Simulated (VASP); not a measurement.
Band structure of Hf₂Sb₃Pd (space group P-4m2). These are PBEsol GGA, VASP's PBE PAW potentials (set 64) (plane waves; VASP) values and carry that method's errors.

Unless said otherwise, spin-orbit coupling is left out, though it shifts the bands of the heavy elements here.

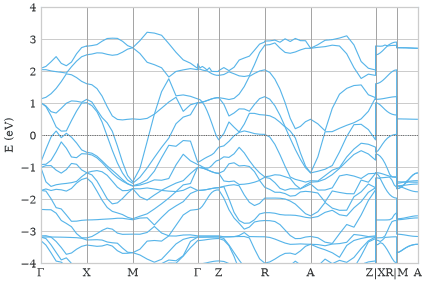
*Bands along high-symmetry lines, zero at the valence-band maximum or, without a gap, the Fermi level*

Read the plot: is there a gap, and where are the band edges?

It has no gap at this level: it comes out as a metal or semimetal. (Edges off the drawn lines would not show.)

The structure comes from a computed database's Hf2Sb3Pd entry (P-4m2); how it stands against other phases isn't given here. It was relaxed first. The electron count is odd and the run is not spin-polarised, which forces a metal.
